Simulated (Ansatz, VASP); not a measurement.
**AgCl: VASP beside Ansatz**

Aim: how closely do two programs agree when they are given the same cell, functional and k mesh? The cell is taken from a series of VASP runs on this material, whose earlier steps may have relaxed, scaled or displaced it; both programs get it as it stands. Valence electrons are named where the data sets of a main pair hold unlike numbers.

Method: plane waves, with VASP 6.6.1 beside it; band structure at LDA, band structure at r2SCAN, spin-orbit coupling and dielectric response at LDA, in Ansatz 0.2.0.

### Step 1. Set-up

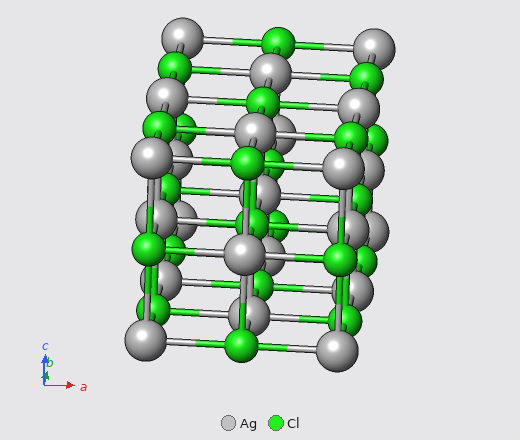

The starting structure, seen slightly off an axis (silver light grey, chlorine green). 1×2×1 cells are drawn. This picture shows the conventional cell, with its axes. Some periodic images of atoms are drawn too.

Structure file:

```xyz
2
Lattice="0.0000 2.6777 2.6777 2.6777 0.0000 2.6777 2.6777 2.6777 0.0000" Properties=species:S:1:pos:R:3 pbc="T T T"
Ag    0.0000    0.0000    0.0000
Cl    2.6777    2.6777    2.6777
```

### Step 2. VASP: band structure, LDA

Levels along a path test the potential and the projectors away from the mesh points.

Lines of VASP's logs that name or quote its potential files are left out, and so is its time.

Contents of INCAR:

```
SYSTEM = AgCl
PREC = Accurate
ENCUT = 350
EDIFF = 1E-06
NELM = 100
ISMEAR = 0
SIGMA = 0.03
LREAL = .FALSE.
ALGO = Normal
GGA = CA
NBANDS = 21
LORBIT = 11
LWAVE = .FALSE.
LCHARG = .FALSE.
KPAR = 4
```

Contents of POSCAR:

```
AgCl
1.0
    0.0000000000      2.6776845797      2.6776845797
    2.6776845797      0.0000000000      2.6776845797
    2.6776845797      2.6776845797      0.0000000000
Ag Cl
1 1
Direct
    0.0000000000      0.0000000000      0.0000000000
    0.5000000000      0.5000000000      0.5000000000
```

Contents of KPOINTS:

```
Automatic mesh
0
Gamma
6 6 6
0 0 0
```

Contents of KPOINTS_OPT:

```
Line mode
10
Line-mode
Reciprocal
  0.00000000   0.00000000   0.00000000 GAMMA
  0.50000000   0.00000000   0.50000000 X

  0.50000000   0.00000000   0.50000000 X
  0.50000000   0.25000000   0.75000000 W

  0.50000000   0.25000000   0.75000000 W
  0.37500000   0.37500000   0.75000000 K

  0.37500000   0.37500000   0.75000000 K
  0.00000000   0.00000000   0.00000000 GAMMA

  0.00000000   0.00000000   0.00000000 GAMMA
  0.50000000   0.50000000   0.50000000 L

  0.50000000   0.50000000   0.50000000 L
  0.62500000   0.25000000   0.62500000 U

  0.62500000   0.25000000   0.62500000 U
  0.50000000   0.25000000   0.75000000 W

  0.50000000   0.25000000   0.75000000 W
  0.50000000   0.50000000   0.50000000 L

  0.50000000   0.50000000   0.50000000 L
  0.37500000   0.37500000   0.75000000 K

  0.62500000   0.25000000   0.62500000 U
  0.50000000   0.00000000   0.50000000 X
```

PAW data sets: Ag and Cl (LDA family, release 64).

Run with:

```console
> mpirun -np 4 vasp_std
```

Numbers of over 12 decimals in the logs are rounded to 6 here.

What it wrote:

```text
[banner, memory and clock lines left out]
running    4 mpi-ranks, on    1 nodes
 distrk:  each k-point on    1 cores,    4 groups
 distr:  one band on    1 cores,    1 groups

 POSCAR found type information on POSCAR AgCl
 POSCAR found :  2 types and       2 ions
 LDA part: xc-table for (Slater(with rela. corr.)+CA(PZ))
 , standard interpolation
 POSCAR, INCAR and KPOINTS ok, starting setup
 FFT: planning ... GRIDC
 FFT: planning ... GRID_SOFT
 FFT: planning ... GRID
 WAVECAR not read
 entering main loop
       N       E                     dE             d eps       ncg     rms          rms(c)
DAV:   1     0.819707171570E+02    0.81971E+02   -0.64678E+03   720   0.563E+02
DAV:   2    -0.385080220718E+01   -0.85822E+02   -0.78666E+02   775   0.164E+02
DAV:   3    -0.693040664919E+01   -0.30796E+01   -0.30643E+01   823   0.314E+01
DAV:   4    -0.694780782156E+01   -0.17401E-01   -0.17399E-01   785   0.260E+00
DAV:   5    -0.694798170548E+01   -0.17388E-03   -0.17388E-03   810   0.247E-01    0.851E+00
DAV:   6    -0.680191580186E+01    0.14607E+00   -0.11735E-01   798   0.509E+00    0.557E+00
DAV:   7    -0.679406308353E+01    0.78527E-02   -0.47695E-02   767   0.114E+00    0.213E+00
DAV:   8    -0.679192074154E+01    0.21423E-02   -0.24667E-03   797   0.382E-01    0.234E-01
DAV:   9    -0.679182973790E+01    0.91004E-04   -0.27580E-04   780   0.159E-01    0.330E-02
DAV:  10    -0.679183215646E+01   -0.24186E-05   -0.68946E-06   787   0.246E-02    0.171E-02
DAV:  11    -0.679183348740E+01   -0.13309E-05   -0.19906E-06   792   0.917E-03    0.460E-03
DAV:  12    -0.679183346151E+01    0.25888E-07   -0.51319E-08   466   0.138E-03
   1 F= -.67918335E+01 E0= -.67918335E+01  d E =-.915098E-32
 Start KPOINTS_OPT (optional k-point list driver)
k-point batch [1-16\100]
       N       E                     dE             ncg
DAV:   1     0.158389061082E+04   -0.47931E+04      688
DAV:   2     0.199660372351E+03   -0.13842E+04      788
DAV:   3     0.155047505020E+03   -0.44613E+02      825
DAV:   4     0.154787151060E+03   -0.26035E+00      772
DAV:   5     0.154784220455E+03   -0.29306E-02      839
DAV:   6     0.154784175299E+03   -0.45156E-04      786
DAV:   7     0.154784174587E+03   -0.71215E-06      703
[...]
k-point batch [97-100\100]
       N       E                     dE             ncg
DAV:   1     0.720078292352E+04   -0.19704E+04      176
DAV:   2     0.686243565967E+04   -0.33835E+03      198
DAV:   3     0.685192772195E+04   -0.10508E+02      206
DAV:   4     0.685187240313E+04   -0.55319E-01      198
DAV:   5     0.685187181554E+04   -0.58759E-03      206
DAV:   6     0.685187180669E+04   -0.88483E-05      211
DAV:   7     0.685187180656E+04   -0.13749E-06      190
```

Parts of OUTCAR (step 2):

```text
ion  position               nearest neighbor table
   1  0.000  0.000  0.000-   2 2.68   2 2.68   2 2.68   2 2.68   2 2.68   2 2.68
   2  0.500  0.500  0.500-   1 2.68   1 2.68   1 2.68   1 2.68   1 2.68   1 2.68

  LATTYP: Found a face centered cubic cell.
 ALAT       =     5.3553691594

 Subroutine GETGRP returns: Found 48 space group operations
 (whereof 48 operations were pure point group operations)

The static configuration has the point symmetry O_h .

 Found     16 irreducible k-points:

   k-points           NKPTS =     16   k-points in BZ     NKDIM =     16   number of bands    NBANDS=     21

   dimension x,y,z NGX =    24 NGY =   24 NGZ =   24
   dimension x,y,z NGXF=    48 NGYF=   48 NGZF=   48

   ENCUT  =  350.0 eV  25.72 Ry    5.07 a.u.   5.78  5.78  5.78*2*pi/ulx,y,z

   NELECT =      18.0000    total number of electrons

 k-points in reciprocal lattice and weights: Automatic mesh
   0.00000000  0.00000000  0.00000000       0.005
   0.16666667  0.00000000  0.00000000       0.037
   0.33333333  0.00000000  0.00000000       0.037
   0.50000000  0.00000000  0.00000000       0.019
   0.16666667  0.16666667  0.00000000       0.028
   0.33333333  0.16666667  0.00000000       0.111
   0.50000000  0.16666667  0.00000000       0.111
  -0.33333333  0.16666667  0.00000000       0.111
  -0.16666667  0.16666667  0.00000000       0.056
[...]
-0.33333333  0.33333333  0.16666667       0.111
  -0.33333333  0.50000000  0.16666667       0.056

 average (electrostatic) potential at core
       1 -72.5601       2 -94.6284

 E-fermi :   5.2555

 k-point     1 :       0.0000    0.0000    0.0000
  band No.  band energies     occupation
    ...
      5       2.0529      2.00000
      6       2.0529      2.00000
      7       2.2558      2.00000
      8       2.2558      2.00000
      9       2.2558      2.00000
     10       5.6600      0.00000
     11      15.7240      0.00000
     12      15.7240      0.00000
     13      15.7240      0.00000
     14      16.8731      0.00000
    ...

 k-point     2 :       0.1667    0.0000    0.0000
  band No.  band energies     occupation
    ...
      5       2.1256      2.00000
      6       2.1256      2.00000
      7       2.4404      2.00000
      8       3.4204      2.00000
      9       3.4204      2.00000
     10       6.9301      0.00000
     11      13.6240      0.00000
     12      14.9900      0.00000
     13      14.9900      0.00000
     14      16.9985      0.00000
    ...

 k-point     3 :       0.3333    0.0000    0.0000
  band No.  band energies     occupation
    ...
      5       2.3687      2.00000
      6       2.3687      2.00000
      7       2.7077      2.00000
      8       4.5288      2.00000
      9       4.5288      2.00000
     10       8.4923      0.00000
     11      11.9902      0.00000
     12      13.0797      0.00000
     13      13.0797      0.00000
     14      17.7739      0.00000
    ...

  Total       -0.1029190     -0.1029190     -0.1029190      0.0000000      0.0000000     -0.0000000
  in kB       -4.2943525     -4.2943525     -4.2943525      0.0000000      0.0000000     -0.0000000
  external PRESSURE =      -4.2943525 kB  Pullay stress =       0.0000000 kB

  energy-cutoff  :      350.00
  volume of cell :       38.40
      direct lattice vectors                 reciprocal lattice vectors
     0.000000000  2.677684580  2.677684580    -0.186728491  0.186728491  0.186728491
     2.677684580  0.000000000  2.677684580     0.186728491 -0.186728491  0.186728491
     2.677684580  2.677684580  0.000000000     0.186728491  0.186728491 -0.186728491

 POSITION                                       TOTAL-FORCE (eV/Angst)
 -----------------------------------------------------------------------------------
      0.00000      0.00000      0.00000         0.000000     -0.000000     -0.000000
      2.67768      2.67768      2.67768        -0.000000      0.000000      0.000000
 -----------------------------------------------------------------------------------
    total drift:                                0.000000     -0.000000     -0.000000

  FREE ENERGIE OF THE ION-ELECTRON SYSTEM (eV)
  ---------------------------------------------------
  free  energy   TOTEN  =        -6.7918334615 eV

  energy  without entropy=       -6.7918334615  energy(sigma->0) =       -6.79183346

 total charge
# of ion       s       p       d       tot
------------------------------------------
    1        0.241   0.187   9.349   9.777
    2        1.601   3.446   0.000   5.047
--------------------------------------------------
tot          1.842   3.633   9.349  14.825

[... 3 further parts left out ...]
```

The run ends at a pressure of -0.43 GPa.

### Step 3. Ansatz: band structure, LDA

Ansatz runs on its default PAW (the set named soft_2) files.

The same cell, functional (in two slightly different forms), mesh and smearing now go to Ansatz, which takes its cutoff from its data sets.

Contents of input.yaml:

```yaml
crystal:
  lattice:
    - [0.0, 2.6776845797, 2.6776845797]
    - [2.6776845797, 0.0, 2.6776845797]
    - [2.6776845797, 2.6776845797, 0.0]
  atoms:
    - { symbol: Ag, position: [0.0, 0.0, 0.0] }
    - { symbol: Cl, position: [0.5, 0.5, 0.5] }
hamiltonian:
  xc: lda
  pseudopotentials: { kind: paw }
kpoints:
  mp_grid: { grid: [6, 6, 6] }
  band_path:
    path:
      - [0.0, 0.0, 0.0]
      - [0.16667, 0.0, 0.16667]
      - [0.33333, 0.0, 0.33333]
      - [0.5, 0.0, 0.5]
      - [0.5, 0.08333, 0.58333]
      - [0.5, 0.19444, 0.69444]
      - [0.5, 0.25, 0.75]
      - [0.45833, 0.29167, 0.75]
      - [0.40278, 0.34722, 0.75]
      - [0.375, 0.375, 0.75]
      - [0.20833, 0.20833, 0.41667]
      - [0.08333, 0.08333, 0.16667]
      - [0.0, 0.0, 0.0]
      - [0.22222, 0.22222, 0.22222]
      - [0.38889, 0.38889, 0.38889]
      - [0.5, 0.5, 0.5]
      - [0.51389, 0.47222, 0.51389]
      - [0.55556, 0.38889, 0.55556]
      - [0.61111, 0.27778, 0.61111]
      - [0.61111, 0.25, 0.63889]
      - [0.56944, 0.25, 0.68056]
      - [0.51389, 0.25, 0.73611]
      - [0.5, 0.27778, 0.72222]
      - [0.5, 0.38889, 0.61111]
      - [0.5, 0.47222, 0.52778]
      - [0.48611, 0.48611, 0.52778]
      - [0.43056, 0.43056, 0.63889]
      - [0.38889, 0.38889, 0.72222]
      - [0.59722, 0.19444, 0.59722]
      - [0.55556, 0.11111, 0.55556]
      - [0.5, 0.0, 0.5]
    npoints: 1
scf:
  occupations: { method: gaussian, width: 0.03 }
  n_extra_bands: 7
output:
  forces: true
  stress: true
  eigenvalues: true
```

Run with:

```console
> ansatz run input.yaml --threads 2 --pin off --max-ram 4608MiB --backend cpu --events-out ev --progress --plain --runs-dir out
```

What it wrote:

```text
scf.n_extra_bands = 7 over 13 filled bands (N_el = 26.0): the run solves 20 bands
Engine: ansatz 0.2.0, aarch64-unknown-linux-gnu
Pseudopotentials: kind: paw
Pseudopotential: Ag, paw, valence charge 19, recommended cutoff 420 eV (normal), Ag.paw.azcp
Pseudopotential: Cl, paw, valence charge 7, recommended cutoff 420 eV (normal), Cl.paw.azcp
Functional definition: SPW92
  exchange = slater_x
  correlation = pw_c
Crystal: 2 atoms, lattice volume = 38.398 Å³
Basis set: ecut = 420 eV, 749 PW (Γ)
Bands: 20, of which v1, the nominal top of the filled ones, is band 13 counted from 1 (12 counted from 0)
Symmetry: 48 space group operations
Space group: Fm-3m (ITA 225), of the structure as read, at distance tolerance 3.4e-5 Å
k-points: 16 of 216
Non-local potential: Ag, projectors of the file, l = 0: 3, l = 1: 2, l = 2: 2, l = 3: 1
Non-local potential: Cl, projectors of the file, l = 0: 2, l = 1: 2, l = 2: 2
PAW form: soft (Blöchl's): semilocal exchange-correlation on the pseudo side does not see the compensation charge
PAW frozen core: Ag, regenerated for the run's functional, and the local potential with it (the file was generated under x = pbe(κ = 0.804, μ = 0.219515), c = pbe(β = 0.066725))
PAW frozen core: Cl, regenerated for the run's functional, and the local potential with it (the file was generated under x = pbe(κ = 0.804, μ = 0.219515), c = pbe(β = 0.066725))
PAW one-centre angular grid: Ag, 590 points (default); XC on 64 Gauss nodes
PAW one-centre angular grid: Cl, 110 points (default); XC on 64 Gauss nodes
Initial density: superposition of atomic densities (neutral atoms: chi_scale 0, normalization atom), corrected by the library's trained network
Initial wavefunctions: pseudopotential atomic-orbital guess
Functional: x = slater, c = lda
SCF iter   1: F=—  HF=-8502.943358 eV  |F-HF|=—  |Δ(HF+E_count)|=         —  Δρ=1.23e-2  dr2=5.07e-2  ethr=1.77e-3  ⟨swp⟩=5.8  Hψ=1576  notcnv=0  defer=2
preconditioner: auto → none  [insulator: Δε(μ)=0.480 eV  Ē_g=13.989 eV  σ=0.030 eV  W_gap=1.00  n_scr=14 (ndim 8)  ℏωp=25.4 eV  f_vac=0.019  D(μ)=0.00/eV (n_scr^D=0)  ε∞_Penn≈4.3]
SCF iter   2: F=—  HF=-8502.928533 eV  |F-HF|=—  |Δ(HF+E_count)|=   1.48e-2  Δρ=4.94e-3  dr2=4.86e-3  ethr=1.95e-4  ⟨swp⟩=2.3  Hψ=654  notcnv=0  defer=38
SCF iter   3: F=—  HF=-8502.927081 eV  |F-HF|=—  |Δ(HF+E_count)|=   1.45e-3  Δρ=2.11e-3  dr2=8.60e-4  ethr=1.87e-5  ⟨swp⟩=2.6  Hψ=544  notcnv=0  defer=38
SCF iter   4: F=—  HF=-8502.926868 eV  |F-HF|=—  |Δ(HF+E_count)|=   2.14e-4  Δρ=7.96e-4  dr2=1.39e-4  ethr=3.31e-6  ⟨swp⟩=2.1  Hψ=368  notcnv=0  defer=38
SCF iter   5: F=—  HF=-8502.926821 eV  |F-HF|=—  |Δ(HF+E_count)|=   4.69e-5  Δρ=1.06e-4  dr2=2.19e-6  ethr=5.36e-7  ⟨swp⟩=1.8  Hψ=368  notcnv=0  defer=38
SCF iter   6: F=—  HF=-8502.926804 eV  |F-HF|=—  |Δ(HF+E_count)|=   1.69e-5  Δρ=1.03e-5  dr2=3.13e-8  ethr=3.85e-10  ⟨swp⟩=6.9  Hψ=1521  notcnv=0
SCF iter   7: F=-8502.926804 eV  HF=-8502.926804 eV  |F-HF|=5.46e-11  |Δ(HF+E_count)|=   8.52e-9  Δρ=1.05e-6  dr2=2.03e-10  ethr=1.20e-10  ⟨swp⟩=2.0  Hψ=947  notcnv=0
SCF 1 converged in 7 iterations: F = -8502.926804 eV  dr2 = 2.03e-10
  greatest PAW one-centre occupation: 1.002 electrons in one spin orbital (limit 2), on the Ag atom at site 0 (counted from 0), in its partial waves of l = 0
NSCF: frozen V_eff on 31 k-points
SCF converged after 7 iterations
Free energy (F): -8502.926804 eV
Harris-Foulkes:  -8502.926804 eV  (|F-HF|=5.46e-11)
Internal energy: -8502.926804 eV  (E = F + TS)
E sigma→0 (E₀):  -8502.926804 eV
Fermi energy:    9.998117 eV
--- Per-component energies (eV) ---
  E_band       = -329.416406
  E_kinetic    = 690.345571
  E_local      = -3052.020481  (includes V_loc(G=0)·N_el)
  E_nonlocal   = 120.651837
  E_hartree    = 1341.067878
  E_xc         = -288.215028
  E_vxc        = -354.259846  (∫ρ·V_xc dr)
  E_paw        = -4398.752014  (= ΣΔE_a)
  E_vpaw       = -416.270115  (= ΣTr[D̂ρ^β])
  E_aug_tail   = 0.000369  (compensation charges beyond the density's cutoff)
  E_ewald      = -2916.920235
  E_core_change = 0.915299  (= ΣΔE_core)
  E_smearing   = -0.000000  (= −TS)
  E_closure    = -0.000000  (closes the sum)
  Σ components = -8502.926804   (vs F -8502.926804, Δ=0.00e0)
--- Forces (eV/Å), atoms counted from 1 ---
  atom   1  Ag    -0.00000000    -0.00000000    -0.00000000
  atom   2  Cl     0.00000000    -0.00000000    -0.00000000
  max |Σ_I F_I| component: 5.88e-30 eV/Å
--- Stress (GPa, compression-positive) ---
       -0.026839       0.000000       0.000000
        0.000000      -0.026839       0.000000
        0.000000       0.000000      -0.026839
  P = ⅓ Tr σ = -0.0268 GPa (-0.268 kbar)
--- Band table (eV; the first three rows and the last of 16) ---
  k-point 0: bands = [... 9 lower, 6.7296, 6.9328, 6.9328, 6.9328, 10.3095, 20.1899, 20.1899, 20.1899, ... 3 higher]
  k-point 1: bands = [... 9 lower, 6.8031, 7.1158, 8.0955, 8.0955, 11.5847, 18.2172, 19.5241, 19.5241, ... 3 higher]
  k-point 2: bands = [... 9 lower, 7.0461, 7.3830, 9.2022, 9.2022, 13.1506, 16.6247, 17.6585, 17.6585, ... 3 higher]
  k-point 15: bands = [... 9 lower, 7.3308, 7.3527, 7.3533, 8.0280, 13.0101, 17.1720, 17.7592, 18.5504, ... 3 higher]
```

It took 0.74 s on 2 threads of Arm Neoverse V2, shared host; peak memory 0.27 GiB.

Reading the cycles: dr2 is the Hartree energy of the density residual (eV), the measure of convergence; HF is the Harris–Foulkes estimate of the energy, which meets the free energy F at convergence.

### Step 4. Differences

Known differences besides the potentials themselves: the two LDA forms differ slightly; the data sets hold 26 valence electrons in Ansatz (on its default PAW (the set named soft_2) files) and 18 in VASP; the cutoff is 420 eV in Ansatz and 350 eV in VASP; VASP's log shows a relativistic correction to its local exchange, Ansatz's none. Total energies have different zeros and are not compared.

Both answers:

```csv
quantity,Ansatz,VASP,difference
pressure (GPa),-0.03,-0.43,+0.40
gap over the path points (eV),0.626,0.649,-0.023
```

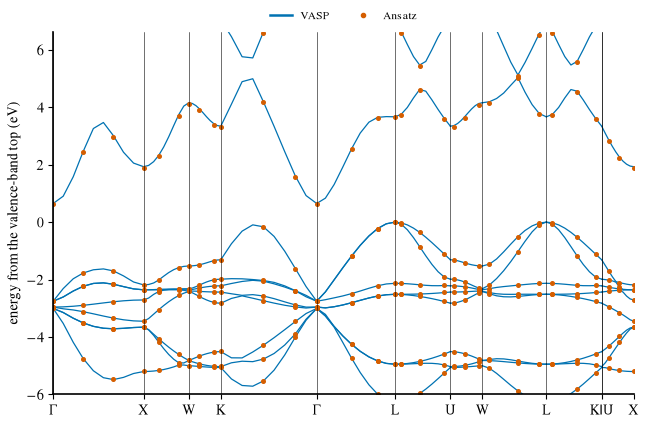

Bands from VASP (lines) and levels from Ansatz (dots). Dots without a line are higher empty bands that the VASP plot leaves out.

Levels at points of the path, from each program's valence-band top (eV; 4 filled, then empty):

```
k (reciprocal lattice)                                    Ansatz                                      VASP
     0.000 0.000 0.000  -2.95 -2.75 -2.75 -2.75 0.63 10.51 10.51  -2.96 -2.75 -2.75 -2.75 0.65 10.71 10.71
     0.167 0.000 0.167    -2.89 -2.23 -2.23 -1.77 2.45 8.62 9.00    -2.90 -2.23 -2.23 -1.77 2.47 8.70 9.10
     0.333 0.000 0.333    -2.77 -2.16 -2.16 -1.70 2.98 7.44 7.96    -2.77 -2.16 -2.16 -1.70 3.01 7.46 8.04
     0.500 0.000 0.500    -2.71 -2.35 -2.35 -2.19 1.89 7.64 8.75    -2.71 -2.36 -2.36 -2.19 1.93 7.71 8.74
     0.500 0.083 0.583    -2.42 -2.35 -2.34 -2.02 2.29 7.56 8.54    -2.42 -2.36 -2.34 -2.02 2.32 7.63 8.55
     0.500 0.194 0.694    -2.35 -2.34 -2.32 -1.58 3.71 7.51 7.92    -2.36 -2.35 -2.32 -1.58 3.74 7.57 7.95
     0.500 0.250 0.750    -2.41 -2.35 -2.32 -1.53 4.12 7.66 7.66    -2.42 -2.36 -2.32 -1.53 4.16 7.70 7.70
     0.458 0.292 0.750    -2.41 -2.29 -2.19 -1.49 3.91 7.25 7.82    -2.41 -2.29 -2.19 -1.49 3.94 7.29 7.86
     0.403 0.347 0.750    -2.43 -2.22 -2.01 -1.34 3.40 7.03 8.00    -2.43 -2.23 -2.01 -1.34 3.43 7.07 8.03
     0.375 0.375 0.750    -2.43 -2.21 -1.99 -1.31 3.30 7.01 8.02    -2.44 -2.22 -1.99 -1.31 3.34 7.05 8.05
```

Among the levels compared at these points, filled levels agree within 5 meV and empty ones within 207 meV.

(Continued in part 2 of 2.)

[Lines on the potential files, build, host, timing and source positions are cut from VASP's logs without a mark.]

[Logs are printed without paths, hosts, clocks, repeated set-up lines and the standing remarks that a program may print on its own settings, such as how far it seeks lower states.]

[Hosts, paths, dates, database ids (printed as entryN), source tags and the programs' standing remarks are cut or masked in the printed files.]
